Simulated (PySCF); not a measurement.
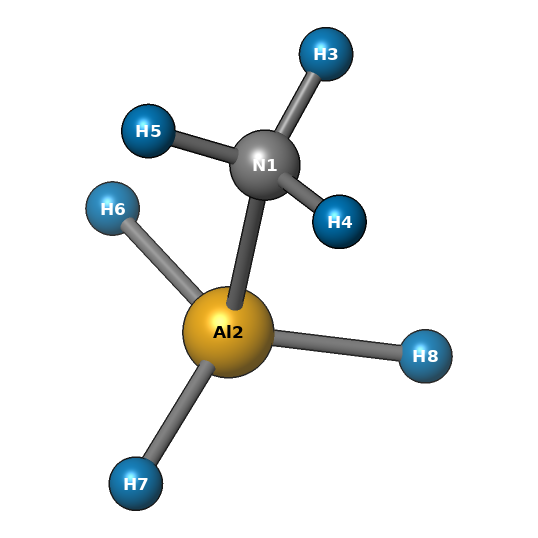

The computed structure is the end point of a GFN2-xTB optimisation. No frequency run is at hand to confirm it as a minimum. Level of theory: delta-SCF UKS SCAN, pcX-2 on the ionised atom, pcseg-1 elsewhere, spin-free X2C (PySCF 2.14.0).

Give the core-electron binding energies (to vacuum; p and d levels without spin–orbit splitting) of N1 1s, Al2 1s, Al2 2p.

```tsv
atom	level	binding energy (eV)
N1	1s	407.8
Al2	1s	1565.3
Al2	2p	79.0
```

The geometry is semi-empirical. Around Al such bond lengths and angles can be off by a tenth of an ångström or more and by several degrees, and values that hang on the shape move with them.
